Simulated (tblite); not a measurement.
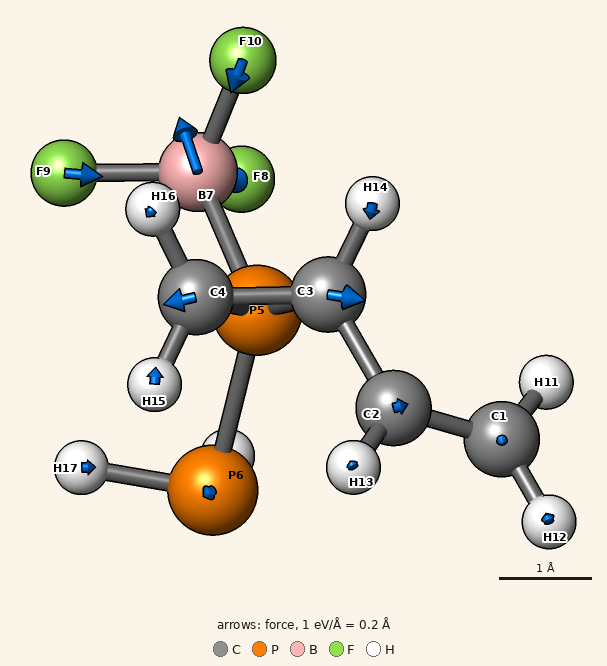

Starting geometry of C$_{4}$H$_{8}$BF$_{3}$P$_{2}$ with the computed forces as blue arrows. Style: ball-and-stick. Shown from a free direction.

Method: GFN2-xTB geometry optimisation, gas phase (tblite 0.8.0). 

What follows when this structure is relaxed?

It isn't relaxed: the largest force vector, on the B atom, is 3.74 eV/Å. The final displacements have little in common with the starting forces (cosine between the two patterns 0.20). The largest move after the best rigid fit is that of an H atom, 1.23 Å. By element the largest moves are H 1.23 Å, P 0.62 Å, B 0.56 Å, F 0.53 Å, C 0.41 Å. Near-neighbour distances that change, for instance: B–P 1.904 → 2.322 Å, B–F 1.459 → 1.331 Å, C–C 1.443 → 1.503 Å, H–P 1.453 → 1.396 Å. Among the angles between lasting bonds that change: P–P–B 118.2° → 136.7°, C–P–P 119.2° → 104.5°, P–B–F 109.5° → 98.1°. Groups turn about P–P by about 55°, C–C by about 50°, B–P by about 20°. Over 126 geometry steps the energy falls by 25.5 kcal/mol. The run took 1.2 s on 1 thread of Arm Neoverse V1, with other jobs on the host.
